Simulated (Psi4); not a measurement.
**SiNH3ClO (SMILES [NH][SiH](O)Cl) at UHSE06/def2-SVP**

What is the vertical ionisation energy of SiNH3ClO at UHSE06/def2-SVP? 

The results are computed with Psi4 1.11.

3 further runs of the same task are left out: 2 that didn't finish, 1 set aside as unsound or not needed.

## (1) The molecule

The species is SiNH3ClO (7 atoms), meant as a doublet with charge 0. SMILES: `[NH][SiH](O)Cl`. Geometry: relaxed at PBE0-D4/def2-TZVP. This is one conformer, not always the lowest.

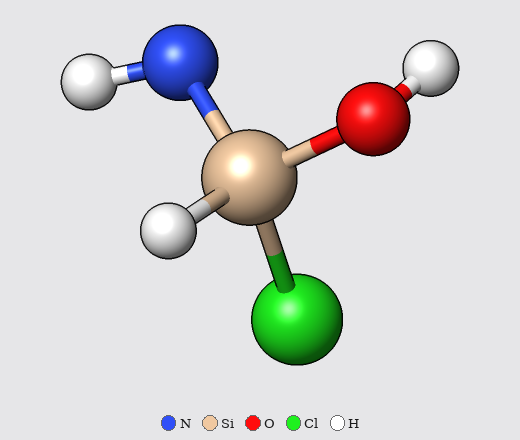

Viewed from a chosen angle; nitrogen blue, silicon light orange, oxygen red, chlorine green, hydrogen white.

## (2) Energy and gradient at UHSE06/def2-SVP

File clh3nosi.in:

```
memory 2.2 GB

molecule {
  0 2
  N     -0.309900     1.111500    -0.879100
  Si    -0.073900    -0.114300     0.330400
  O      1.465600    -0.630300     0.304800
  Cl    -1.390000    -1.593900    -0.221000
  H     -1.151500     1.677300    -0.756300
  H     -0.348600     0.280200     1.724700
  H      1.869600    -0.798400    -0.549200
  symmetry c1
  no_reorient
  no_com
}

set reference uks
set puream true
set e_convergence 1e-09
set d_convergence 1e-08
set scf_type pk
set dft_radial_points 99
set dft_spherical_points 590
set maxiter 100

gradient('hse06/def2-SVP')
```

Command:

```console
$ psi4 -i clh3nosi.in -o clh3nosi.out -n 1
```

clh3nosi.out:

```text
[...]
  Running in c1 symmetry.
[...]
  Nuclear repulsion =  216.933065285409384
[...]
  Multiplicity = 2
[...]
  Nalpha       = 25
  Nbeta        = 24
[...]
    Number of basis functions: 79
[...]
   @UKS iter   1:  -880.24716726262807    1.07605e-01   1.26858e-02 ADIIS/DIIS
[...]
   @UKS iter  17:  -880.80705158804062   -4.54747e-13   2.88510e-09 DIIS
[...]
   @S^2 Observed:                7.533036579E-01
[...]
    Orbital Energies [Eh]
    ---------------------
    Alpha Occupied:
       1A   -101.664183     2A    -66.296628     3A    -19.211385
       4A    -14.406111     5A     -9.510334     6A     -7.247204
       7A     -7.241408     8A     -7.241085     9A     -5.374918
      10A     -3.714085    11A     -3.712046    12A     -3.710719
      13A     -1.020806    14A     -0.860046    15A     -0.824982
      16A     -0.578234    17A     -0.495198    18A     -0.442714
      19A     -0.413159    20A     -0.377961    21A     -0.354976
      22A     -0.336356    23A     -0.323868    24A     -0.314757
      25A     -0.299457
    Alpha Virtual:
[...]
  @UKS Final Energy:  -880.80705158804062
   => Energetics <=
    Nuclear Repulsion Energy =            216.9330652854093842
    One-Electron Energy =               -1648.0732177087443233
    Two-Electron Energy =                 600.6117132241394074
    DFT Exchange-Correlation Energy =     -50.2786123888450973
    Empirical Dispersion Energy =           0.0000000000000000
    VV10 Nonlocal Energy =                  0.0000000000000000
    Total Energy =                       -880.8070515880406219
[...]
 Multipole Moments:
 ------------------------------------------------------------------------------------
     Multipole            Electronic (a.u.)      Nuclear  (a.u.)        Total (a.u.)
 ------------------------------------------------------------------------------------
 L = 1.  Multiply by 2.5417464519 to convert [e a0] to [Debye]
 Dipole X            :         27.8179683          -27.8538072           -0.0358389
 Dipole Y            :         47.2619244          -46.8638851            0.3980393
 Dipole Z            :          4.4990858           -4.5873102           -0.0882244
 Magnitude           :                                                    0.4092716
[...]
  -Total Gradient:
     Atom            X                  Y                   Z
    ------   -----------------  -----------------  -----------------
       1       -0.002867927714    -0.001277418778     0.004547287484
       2        0.006967171074    -0.004846699331    -0.004438180761
       3       -0.011264108788     0.003901636973    -0.002221604035
       4        0.004312355350     0.004910523089     0.001885387590
       5        0.003828256692    -0.002774423818    -0.000252254035
       6        0.000550975831    -0.000458965631    -0.002303992283
       7       -0.001517913448     0.000538116085     0.002760064403
[...]
```

Run time: 73 s. Hardware: 1 thread of AMD EPYC 7R43 (Zen 3), shared host; peak memory 1 GiB.

## (3) The singlet cation: the energy at HSE06/def2-SVP

File clh3nosi.xyz:

```xyz
7
ClH3NOSi
N     -0.309900     1.111500    -0.879100
Si    -0.073900    -0.114300     0.330400
O      1.465600    -0.630300     0.304800
Cl    -1.390000    -1.593900    -0.221000
H     -1.151500     1.677300    -0.756300
H     -0.348600     0.280200     1.724700
H      1.869600    -0.798400    -0.549200
```

File calc.py:

```python
import psi4

psi4.set_memory('2200 MB')
psi4.set_num_threads(1)
psi4.core.set_output_file('clh3nosi.out', False)

with open('clh3nosi.xyz') as f:
    atoms = ''.join(f.readlines()[2:])
m = psi4.geometry('1 1\n' + atoms + 'symmetry c1\nno_reorient\nno_com')

psi4.set_options({
    'puream': True,
    'e_convergence': 1e-09,
    'd_convergence': 1e-08,
    'scf_type': 'pk',
    'dft_radial_points': 99,
    'dft_spherical_points': 590,
})

e_tot, wfn = psi4.energy('hse06/def2-SVP', return_wfn=True)
psi4.oeprop(wfn, 'WIBERG_LOWDIN_INDICES', 'MULLIKEN_CHARGES', 'LOWDIN_CHARGES')
print(f'hse06/def2-SVP energy: {e_tot:.10f} Eh')
```

Command:

```console
$ python calc.py
```

clh3nosi.out:

```text
[...]
  Running in c1 symmetry.
[...]
  Nuclear repulsion =  216.933065285409384
[...]
  Multiplicity = 1
[...]
  Nalpha       = 24
  Nbeta        = 24
[...]
    Number of basis functions: 79
[...]
   @RKS iter   1:  -879.72560823024605    6.29164e-01   1.31964e-02 DIIS/ADIIS
[...]
   @RKS iter  17:  -880.38774458333933   -6.82121e-13   2.99607e-09 DIIS
[...]
    Orbital Energies [Eh]
    ---------------------
    Doubly Occupied:
       1A   -101.934518     2A    -66.536593     3A    -19.439102
       4A    -14.745662     5A     -9.778504     6A     -7.516147
       7A     -7.510418     8A     -7.507249     9A     -5.616534
      10A     -3.955358    11A     -3.954300    12A     -3.951618
      13A     -1.241691    14A     -1.132779    15A     -1.078155
      16A     -0.811492    17A     -0.754444    18A     -0.685503
      19A     -0.640246    20A     -0.600068    21A     -0.595110
      22A     -0.575100    23A     -0.555831    24A     -0.551662
[...]
  @RKS Final Energy:  -880.38774458333933
   => Energetics <=
    Nuclear Repulsion Energy =            216.9330652854093842
    One-Electron Energy =               -1635.6085330168345990
    Two-Electron Energy =                 588.2364069363163708
    DFT Exchange-Correlation Energy =     -49.9486837882305181
    Empirical Dispersion Energy =           0.0000000000000000
    VV10 Nonlocal Energy =                  0.0000000000000000
    Total Energy =                       -880.3877445833393267
[...]
 Multipole Moments:
 ------------------------------------------------------------------------------------
     Multipole            Electronic (a.u.)      Nuclear  (a.u.)        Total (a.u.)
 ------------------------------------------------------------------------------------
 L = 1.  Multiply by 2.5417464519 to convert [e a0] to [Debye]
 Dipole X            :         26.9728019          -27.8538072           -0.8810053
 Dipole Y            :         47.1185807          -46.8638851            0.2546956
 Dipole Z            :          4.1055697           -4.5873102           -0.4817405
 Magnitude           :                                                    1.0359122
[...]
  Mulliken Charges: (a.u.)
   Center  Symbol    Alpha    Beta     Spin     Total
       1     N     3.49977  3.49977  0.00000  0.00045
       2    SI     6.65839  6.65839  0.00000  0.68321
       3     O     4.13286  4.13286  0.00000 -0.26571
       4    CL     8.48164  8.48164  0.00000  0.03673
       5     H     0.37894  0.37894  0.00000  0.24212
       6     H     0.47098  0.47098  0.00000  0.05804
       7     H     0.37741  0.37741  0.00000  0.24517
   Total alpha = 24.00000, Total beta = 24.00000, Total charge =  1.00000
  Lowdin Charges: (a.u.)
[...]
```

On the terminal:

```text
hse06/def2-SVP energy: -880.3877445833 Eh
```

Run time: 47 s. Hardware: 1 thread of AMD EPYC 7R43 (Zen 3), shared host; peak memory 1 GiB.

## (4) What came out

Level: UHSE06/def2-SVP.

| quantity | value |
| --- | --- |
| doublet SiNH3ClO: total energy | -880.80705 Eh |
| doublet SiNH3ClO: dipole moment | 1.04 D |
| doublet SiNH3ClO: HOMO energy (highest over α and β) | -7.67 eV |
| doublet SiNH3ClO: LUMO energy (lowest over α and β) | -3.89 eV |
| doublet SiNH3ClO: ⟨S²⟩ | 0.753 |
| doublet SiNH3ClO: largest force on an atom | 0.624 eV/Å |
| singlet cation: total energy | -880.38774 Eh |
| singlet cation: HOMO energy | -15.01 eV |
| singlet cation: LUMO energy | -13.73 eV |
| singlet cation: HOMO–LUMO gap | 1.28 eV |
| vertical ionisation energy (to the singlet cation) | 11.410 eV |

What this shows: The vertical ionisation energy comes to 11.41 eV (263 kcal/mol). The largest force (doublet SiNH3ClO) is 0.62 eV/Å: the shape isn't a stationary point for this species at this level. Only the singlet of the ionised species was computed; a triplet could lie lower. Mulliken charges (singlet cation) run from -0.27 on O3 to +0.68 on Si2; they depend strongly on the basis.
